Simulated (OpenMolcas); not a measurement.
# W³⁺ among point charges: CASSCF and CASPT2 levels and susceptibility, part 2 of 2

How does a field of 6 point charges split the states of W³⁺, and what χT follows?

OpenMolcas 26.06; ANO-RCC-VDZP, DKH2, active space 3 electrons in 5 orbitals (5d), orbitals: per spin and parity. Surroundings: 6 point charges of -1 e arranged as a tetragonal octahedron (D4h), 2.11 Å from the ion, with the axial distance 2.300 Å. The steps go on from the part before.

## Step 5: RASSI: spin-orbit coupling between the states

Input file a.inp:

```
&RASSI
NrOfJobIphs=2 10 40
1 2 3 4 5 6 7 8 9 10
1 2 3 4 5 6 7 8 9 10 11 12 13 14 15 16 17 18 19 20 21 22 23 24 25 26 27
28 29 30 31 32 33 34 35 36 37 38 39 40
IphNames
JOB001
JOB002
EJob
SpinOrbit
DIPRint=1.0
SOCoupling=1000.0
Subsets=2
Property=9
'ANGMOM' 1 'ANGMOM' 2 'ANGMOM' 3 'MLTPL  1' 1 'MLTPL  1' 2 'MLTPL  1' 3
'AMFI' 1 'AMFI' 2 'AMFI' 3
SOProperty=3
'ANGMOM' 1 'ANGMOM' 2 'ANGMOM' 3
```

Standard output:

```text
SPIN-FREE ENERGIES:
  (Shifted by EMIN (a.u.) =     -16130.0956106978)

 SF State       Relative EMIN(au)   Rel lowest level(eV)    D:o, cm**(-1)      L_eff

     1             0.0000000000        0.0000000000              0.0000         3.0
     2             0.0284413855        0.7739295263           6242.1626         3.0
     3             0.0284413855        0.7739295263           6242.1626         3.0
     4             0.0353180666        0.9610535504           7751.4196         3.0
     5             0.0461431044        1.2556178376          10127.2408         2.6
     6             0.0554623925        1.5092085840          12172.5881         2.9
     7             0.0554623925        1.5092085840          12172.5881         2.9
    11             0.0612176830        1.6658180159          13435.7284         3.9
    12             0.0615032083        1.6735875556          13498.3940         4.0
    13             0.0633498567        1.7238374204          13903.6865         4.0
    14             0.0633498567        1.7238374204          13903.6865         4.0
    15             0.0637716410        1.7353147551          13996.2574         4.0
    16             0.0823448462        2.2407174148          18072.6048         3.5
    17             0.0823448462        2.2407174148          18072.6048         3.5
    18             0.0824580532        2.2437979360          18097.4508         3.9
    19             0.0840702851        2.2876689997          18451.2948         4.0
    20             0.0908565512        2.4723327069          19940.7081         4.5
    21             0.0908565512        2.4723327069          19940.7081         4.5
     8             0.0910440068        2.4774336339          19981.8498         1.7
    22             0.0947868915        2.5792827168          20803.3181         4.3
    23             0.0955320306        2.5995589844          20966.8572         4.6
    10             0.0957196050        2.6046631442          21008.0250         1.2
     9             0.0957196050        2.6046631442          21008.0250         1.2
    24             0.1005693970        2.7366327056          22072.4313         3.8
    25             0.1005693970        2.7366327056          22072.4313         3.8
    26             0.1017173050        2.7678688753          22324.3680         3.7
    27             0.1055914960        2.8732909816          23174.6547         3.8
    28             0.1102403810        2.9997935869          24194.9670         2.5
    29             0.1177042736        3.2028964506          25833.1020         3.8
    30             0.1177042736        3.2028964506          25833.1020         3.8
    31             0.1230562953        3.3485323824          27007.7351         3.1
    32             0.1266054259        3.4451091454          27786.6792         4.6
    33             0.1266054259        3.4451091454          27786.6792         4.6
    34             0.1326087366        3.6084675517          29104.2536         4.8
    35             0.1386156288        3.7719234145          30422.6140         3.4
    36             0.1386156288        3.7719234145          30422.6140         3.4
    37             0.1442524662        3.9253095757          31659.7569         3.6
    38             0.1523050683        4.1444320400          33427.0987         3.0
    39             0.1535644601        4.1787018385          33703.5033         3.6
    40             0.1563548639        4.2546325918          34315.9261         3.0
Eigenvalues of complex Hamiltonian:
   -----------------------------------
  (Shifted by EMIN (a.u.) =     -16130.0956106978)

 SO State       Relative EMIN(au)   Rel lowest level(eV)    D:o, cm**(-1)     J-value

     1            -0.0169917134        0.0000000000              0.0000         1.6
     2            -0.0169917134        0.0000000000              0.0000         1.6
     3            -0.0155885347        0.0381824372            307.9621         2.0
     4            -0.0155885347        0.0381824372            307.9621         2.0
     5             0.0106332316        0.7517130479           6062.9746         2.0
     6             0.0106332316        0.7517130479           6062.9746         2.0
     7             0.0123321760        0.7979436816           6435.8498         2.3
     8             0.0123321760        0.7979436816           6435.8498         2.3
     9             0.0195230280        0.9936167328           8014.0594         2.0
    10             0.0195230280        0.9936167328           8014.0594         2.0
    11             0.0238336239        1.1109140210           8960.1258         3.0
    12             0.0238336239        1.1109140210           8960.1258         3.0
    13             0.0266952412        1.1887825947           9588.1782         2.9
    14             0.0266952412        1.1887825947           9588.1782         2.9
    15             0.0307275168        1.2985064045          10473.1605         2.2
    16             0.0307275168        1.2985064045          10473.1605         2.2
    17             0.0345317577        1.4020250738          11308.0948         3.1
    18             0.0345317577        1.4020250738          11308.0948         3.1
    19             0.0399247141        1.5487748916          12491.7119         3.0
    20             0.0399247141        1.5487748916          12491.7119         3.0
    21             0.0423614993        1.6150831966          13026.5245         3.0
    22             0.0423614993        1.6150831966          13026.5245         3.0
    23             0.0425438632        1.6200455698          13066.5487         3.0
    24             0.0425438632        1.6200455698          13066.5487         3.0
    25             0.0461858316        1.7191485795          13865.8684         3.3
    26             0.0461858316        1.7191485795          13865.8684         3.3
    27             0.0534774940        1.9175648215          15466.2033         2.2
    28             0.0534774940        1.9175648215          15466.2033         2.2
    29             0.0565697267        2.0017087583          16144.8699         3.1
    30             0.0565697267        2.0017087583          16144.8699         3.1
    31             0.0596973257        2.0868150643          16831.2986         2.5
    32             0.0596973257        2.0868150643          16831.2986         2.5
    33             0.0611611852        2.1266487104          17152.5786         3.1
    34             0.0611611852        2.1266487104          17152.5786         3.1
    35             0.0681813466        2.3176770335          18693.3259         3.5
    36             0.0681813466        2.3176770335          18693.3259         3.5
    37             0.0695915431        2.3560504351          19002.8283         2.6
    38             0.0695915431        2.3560504351          19002.8283         2.6
    39             0.0752663352        2.5104693954          20248.3012         3.1
    40             0.0752663352        2.5104693954          20248.3012         3.1
    41             0.0754300817        2.5149251634          20284.2394         3.4
Weights of the five most important spin-orbit-free states for each spin-orbit state.

 SO State  Total energy (au)           Spin-free states, spin, and weights
 -------------------------------------------------------------------------------------------------------
    1        -0.016992       1 1.5  0.6367    3 1.5  0.1166    2 1.5  0.1166   18 0.5  0.0272    4 1.5  0.0256
    2        -0.016992       1 1.5  0.6367    3 1.5  0.1166    2 1.5  0.1166   18 0.5  0.0272    4 1.5  0.0256
    3        -0.015589       1 1.5  0.6931    4 1.5  0.1033    2 1.5  0.0464    3 1.5  0.0464   17 0.5  0.0200
    4        -0.015589       1 1.5  0.6931    4 1.5  0.1033    2 1.5  0.0464    3 1.5  0.0464   17 0.5  0.0200
    5         0.010633       2 1.5  0.2515    3 1.5  0.2515    1 1.5  0.1234    4 1.5  0.1054    6 1.5  0.0787
    6         0.010633       2 1.5  0.2515    3 1.5  0.2515    1 1.5  0.1234    4 1.5  0.1054    6 1.5  0.0787
    7         0.012332       3 1.5  0.2335    2 1.5  0.2335    5 1.5  0.1710    1 1.5  0.1011   11 0.5  0.0730
    8         0.012332       3 1.5  0.2335    2 1.5  0.2335    5 1.5  0.1710    1 1.5  0.1011   11 0.5  0.0730
    9         0.019523       4 1.5  0.4064    2 1.5  0.1279    3 1.5  0.1279    5 1.5  0.1165    6 1.5  0.0604
   10         0.019523       4 1.5  0.4064    2 1.5  0.1279    3 1.5  0.1279    5 1.5  0.1165    6 1.5  0.0604
   11         0.023834       2 1.5  0.2969    3 1.5  0.2969    1 1.5  0.1670    5 1.5  0.0967    4 1.5  0.0402
   12         0.023834       2 1.5  0.2969    3 1.5  0.2969    1 1.5  0.1670    5 1.5  0.0967    4 1.5  0.0402
```

Time for these steps: 10 s (1 thread, shared host).

States without spin-orbit coupling:

```csv
state,degeneracy,E (cm-1),free-ion L (%)
4B1,1,0,F (100)
4E,2,6242,F (99)
4B2,1,7751,F (100)
4A2,1,10127,F (72)
4E,2,12173,F (96)
2A1,1,13436,G (69)
2B1,1,13498,G (68)
2E,2,13904,G (48)
2A2,1,13996,G (49)
2E,2,18073,G (44)
2B2,1,18097,H (40)
2A1,1,18451,G (98)
2E,2,19941,H (53)
4A2,1,19982,P (72)
2B2,1,20803,G (62)
2A2,1,20967,H (70)
4E,2,21008,P (95)
2E,2,22072,H (48)
2B1,1,22324,D (49)
2A1,1,23175,H (50)
2A2,1,24195,P (66)
2E,2,25833,H (48)
2B2,1,27008,D (63)
2E,2,27787,H (69)
```

With spin-orbit coupling:

```csv
E (cm-1),Degeneracy,Label,2S+1,g
0.0,2,E3/2,4,0.23 1.85 1.85
308.0,2,E1/2,4,0.53 0.53 2.73
6063,2,E3/2,4,1.99 2.44 2.44
6436,2,E1/2,4,2.39 2.79 2.79
8014,2,E3/2,4,0.13 0.13 1.00
8960,2,E3/2,4,0.19 3.50 3.50
9588,2,E1/2,4,1.14 3.63 3.63
10473,2,E1/2,4,0.41 0.41 6.53
11308,2,E3/2,4,0.12 0.12 2.72
12492,2,E1/2,2,1.08 1.08 3.47
13027,2,E1/2,4,2.07 2.07 3.19
13067,2,E3/2,4,0.06 0.30 0.30
13866,2,E3/2,2,1.76 1.76 3.55
15466,2,E1/2,4,2.61 2.61 4.04
16145,2,E1/2,2,1.22 1.22 2.07
16831,2,E1/2,2,0.80 0.80 1.31
17153,2,E3/2,2,0.01 0.01 0.70
18693,2,E3/2,4,0.88 0.88 3.56
19003,2,E1/2,4,0.66 2.13 2.13
20248,2,E3/2,4,1.16 2.20 2.20
20284,2,E1/2,2,0.39 0.39 1.20
20927,2,E1/2,4,0.65 0.65 3.75
21825,2,E3/2,2,0.53 0.53 2.19
22330,2,E1/2,2,0.49 0.49 2.84
```

The table of states holds 24 of 37 computed; the rest, higher up, is left out. Principal g values are given for doublets only; a zero marks a field direction without first-order Zeeman splitting.

Powder χT (cm³ K/mol): 0.22 at 2 K, 0.22 at 5 K, 0.22 at 10 K, 0.22 at 20 K, 0.24 at 50 K, 0.26 at 100 K, 0.28 at 150 K, 0.30 at 200 K, 0.32 at 250 K, 0.33 at 300 K.

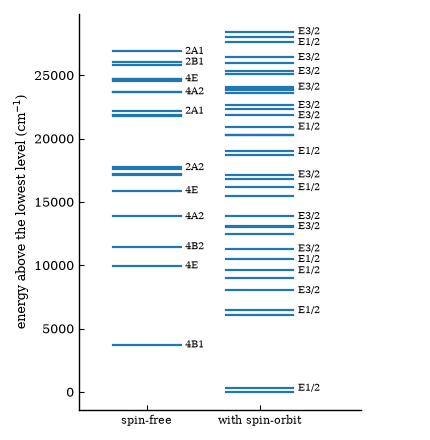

The states in the field without (left) and with (right) spin-orbit coupling.

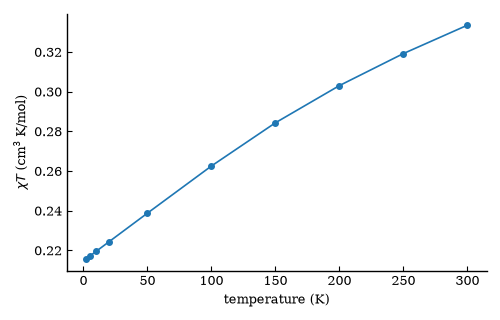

χT against temperature.

## Step 6: CASPT2: IPEA 0.25, imaginary shift 0.1 (closed shells correlated: 4f 5s 5p)

Input file a.inp:

```
>>> COPY JOB001 $Project.JobIph
&CASPT2
Multistate=10 1 2 3 4 5 6 7 8 9 10
NoMult
Frozen=14 9
IPEA=0.25
Imaginary=0.1
MaxIter=60
WThr=0.0 0.3 0.05
PrWF=0.5
NoMix
>>> COPY JOB002 $Project.JobIph
&CASPT2
Multistate=40 1 2 3 4 5 6 7 8 9 10 11 12 13 14 15 16 17 18 19 20 21 22
23 24 25 26 27 28 29 30 31 32 33 34 35 36 37 38 39 40
NoMult
Frozen=14 9
IPEA=0.25
Imaginary=0.1
MaxIter=60
WThr=0.0 0.3 0.05
PrWF=0.5
NoMix
```

Standard output:

```text
Orbital specifications:
      -----------------------

      Symmetry species                           1   2
                                                ag  au
      Frozen orbitals                           14   9
      Inactive orbitals                          1  10
      Active orbitals                            5   0
      Secondary orbitals                        16  13
      Deleted orbitals                           0   0
      Number of basis functions                 36  32
Type of calculation                        SS-CASPT2
      Fock operator                              state-specific
      IPEA shift                                 0.25
      Real shift                                 0.00
      Imaginary shift                            0.10
      The input orbitals will be transformed to quasi-canonical
Reference energy:      -16130.0956106978
      E2 (Non-variational):      -0.7744784910
      Shift correction:          -0.0001203542
      E2 (Variational):          -0.7745988452
      Total energy:          -16130.8702095429
      Residual norm:              0.0000000409
      Reference weight:           0.92357
      Contributions to the CASPT2 correlation energy
      Active & Virtual Only:         -0.0085849992
      One Inactive Excited:          -0.1113221755
      Two Inactive Excited:          -0.6545713162
Reference energy:      -16130.0671693123
      E2 (Non-variational):      -0.7745100483
      Shift correction:          -0.0001198103
      E2 (Variational):          -0.7746298586
      Total energy:          -16130.8417991708
      Residual norm:              0.0000002166
      Reference weight:           0.92366
      Contributions to the CASPT2 correlation energy
      Active & Virtual Only:         -0.0084768961
      One Inactive Excited:          -0.1122268118
      Two Inactive Excited:          -0.6538063404
::    CASPT2 Root  1     Total energy: -16130.87020954
::    CASPT2 Root  2     Total energy: -16130.84179917
::    CASPT2 Root  3     Total energy: -16130.84179917
::    CASPT2 Root  4     Total energy: -16130.83452044
::    CASPT2 Root  5     Total energy: -16130.82684295
::    CASPT2 Root  6     Total energy: -16130.81638562
::    CASPT2 Root  7     Total energy: -16130.81638561
::    CASPT2 Root  8     Total energy: -16130.78445497
::    CASPT2 Root  9     Total energy: -16130.78194222
::    CASPT2 Root 10     Total energy: -16130.78194222
Orbital specifications:
      -----------------------

      Symmetry species                           1   2
                                                ag  au
      Frozen orbitals                           14   9
      Inactive orbitals                          1  10
      Active orbitals                            5   0
      Secondary orbitals                        16  13
      Deleted orbitals                           0   0
      Number of basis functions                 36  32
Type of calculation                        SS-CASPT2
      Fock operator                              state-specific
      IPEA shift                                 0.25
      Real shift                                 0.00
      Imaginary shift                            0.10
      The input orbitals will be transformed to quasi-canonical
Reference energy:      -16130.0343930148
      E2 (Non-variational):      -0.7800552817
      Shift correction:          -0.0002390710
      E2 (Variational):          -0.7802943526
      Total energy:          -16130.8146873675
      Residual norm:              0.0000001489
      Reference weight:           0.91869
      Contributions to the CASPT2 correlation energy
      Active & Virtual Only:         -0.0132065500
      One Inactive Excited:          -0.1102605944
      Two Inactive Excited:          -0.6565881373
Reference energy:      -16130.0341074895
      E2 (Non-variational):      -0.7792338181
      Shift correction:          -0.0002145427
      E2 (Variational):          -0.7794483608
      Total energy:          -16130.8135558503
      Residual norm:              0.0000001326
      Reference weight:           0.91954
      Contributions to the CASPT2 correlation energy
      Active & Virtual Only:         -0.0126639274
      One Inactive Excited:          -0.1101936691
      Two Inactive Excited:          -0.6563762216
::    CASPT2 Root  1     Total energy: -16130.81468737
::    CASPT2 Root  2     Total energy: -16130.81355585
::    CASPT2 Root  3     Total energy: -16130.81186843
::    CASPT2 Root  4     Total energy: -16130.81186845
::    CASPT2 Root  5     Total energy: -16130.81179965
::    CASPT2 Root  6     Total energy: -16130.79533208
::    CASPT2 Root  7     Total energy: -16130.79533208
::    CASPT2 Root  8     Total energy: -16130.79591434
::    CASPT2 Root  9     Total energy: -16130.79233516
::    CASPT2 Root 10     Total energy: -16130.78356004
::    CASPT2 Root 11     Total energy: -16130.78356002
::    CASPT2 Root 12     Total energy: -16130.78004031
::    CASPT2 Root 13     Total energy: -16130.77884755
::    CASPT2 Root 14     Total energy: -16130.77906012
::    CASPT2 Root 15     Total energy: -16130.77906015
::    CASPT2 Root 16     Total energy: -16130.77652304
::    CASPT2 Root 17     Total energy: -16130.77278750
::    CASPT2 Root 18     Total energy: -16130.77413463
::    CASPT2 Root 19     Total energy: -16130.76080968
::    CASPT2 Root 20     Total energy: -16130.76080969
::    CASPT2 Root 21     Total energy: -16130.75523018
::    CASPT2 Root 22     Total energy: -16130.74690837
::    CASPT2 Root 23     Total energy: -16130.74690838
::    CASPT2 Root 24     Total energy: -16130.74016335
::    CASPT2 Root 25     Total energy: -16130.73932626
::    CASPT2 Root 26     Total energy: -16130.73932628
::    CASPT2 Root 27     Total energy: -16130.73488402
::    CASPT2 Root 28     Total energy: -16130.73257977
::    CASPT2 Root 29     Total energy: -16130.72403910
::    CASPT2 Root 30     Total energy: -16130.72748384
```

Time for this run: 6.9 s (1 thread, shared host).

SS-CASPT2: lowest energy less the reference's lowest, -0.7746 hartree; reference weights 0.904 to 0.924.

States without spin-orbit coupling:

```csv
state,degeneracy,E (cm-1),free-ion L (%)
4B1,1,0,F (100)
4E,2,6235,F (99)
4B2,1,7833,F (100)
4A2,1,9518,F (72)
4E,2,11813,F (96)
2A1,1,12186,G (69)
2B1,1,12434,G (68)
2E,2,12804,G (48)
2A2,1,12819,G (49)
2B2,1,16306,H (40)
2E,2,16434,G (44)
2A1,1,17091,G (98)
4A2,1,18821,P (72)
2E,2,19017,H (53)
4E,2,19372,P (95)
2B2,1,19790,G (62)
2E,2,20005,H (48)
2A2,1,20052,H (70)
2B1,1,20562,D (49)
2A2,1,21086,P (66)
2A1,1,21382,H (50)
2E,2,24010,H (48)
2B2,1,25235,D (63)
2E,2,27061,H (69)
```

With spin-orbit coupling:

```tsv
E (cm-1)	Degeneracy	Label	2S+1	g
0	2	E3/2	4	0.12 1.80 1.80
330	2	E1/2	4	0.59 0.59 2.64
6000	2	E3/2	4	2.04 2.36 2.36
6210	2	E1/2	4	2.26 2.75 2.75
7930	2	E3/2	4	0.21 0.21 0.26
8940	2	E3/2	4	0.15 3.25 3.25
9540	2	E1/2	4	1.27 3.52 3.52
10480	2	E1/2	4	0.47 0.47 5.88
10800	2	E3/2	4	0.38 0.38 2.22
11790	2	E1/2	2	2.10 2.10 3.42
12310	2	E1/2	4	2.59 2.84 2.84
12520	2	E3/2	4	0.14 0.52 0.52
13200	2	E3/2	2	1.20 1.20 3.32
14790	2	E1/2	4	1.51 1.51 2.40
15270	2	E1/2	2	2.54 2.54 2.60
15890	2	E1/2	2	0.37 0.37 0.51
16300	2	E3/2	2	0.35 0.76 0.76
18010	2	E3/2	4	1.62 1.62 3.19
18010	2	E1/2	4	0.74 1.18 1.18
19230	2	E3/2	4	1.16 1.92 1.92
19510	2	E1/2	4	0.59 0.59 3.02
19530	2	E1/2	2	0.22 0.22 0.85
20730	2	E3/2	2	0.70 0.70 2.15
21040	2	E1/2	2	0.56 0.56 2.53
```

Powder χT (cm³ K/mol): 0.20 at 2 K, 0.20 at 5 K, 0.21 at 10 K, 0.21 at 20 K, 0.22 at 50 K, 0.24 at 100 K, 0.26 at 150 K, 0.28 at 200 K, 0.30 at 250 K, 0.31 at 300 K.

## Step 7: The methods side by side

A. CASSCF
B. SS-CASPT2, IPEA 0.25, imaginary shift 0.1 (closed shells correlated: 4f 5s 5p)

```csv
method,ground state,first state of that spin (cm-1),first gap with spin-orbit (cm-1),χT at 300 K
A,4B1,4E 6242,308.0,0.33
B,4B1,4E 6235,327.9,0.31
```

## Step 8: Outcome

What follows sums up all 2 parts.

```
                                            quantity                                                                           value
                                              method  SS-CASPT2, IPEA 0.25, imaginary shift 0.1 (closed shells correlated: 4f 5s 5p)
                              spin-free ground state                                                 4B1, 1-fold in its orbital part
first state of the same spin within the active space                                                                 4E at 6240 cm⁻¹
                                        lowest level                                               2-fold E3/2, g = 0.12, 1.80, 1.80
                                          next level                                                                      327.9 cm⁻¹
                                         χT at 300 K                                                                  0.31 cm³ K/mol
                           effective moment at 300 K                                                                         1.58 μB
```

Cost by method:

```csv
method,time of its own steps,time with the reference
A. CASSCF,10 s,10 s
"B. SS-CASPT2, IPEA 0.25, imaginary shift 0.1, +4f 5s 5p",6.9 s,17 s
```

Times are of one thread on a shared host.

In words: The spin-free ground state (4B1) comes to 100 % from free-ion F terms and keeps the highest spin of the shell. χT at 300 K is 0.31, against 1.88 cm³ K/mol for the spin alone, so spin-orbit coupling lowers it. The field of point charges can differ much from that of real complexes. This is an electrostatic model: the charges have no orbitals.
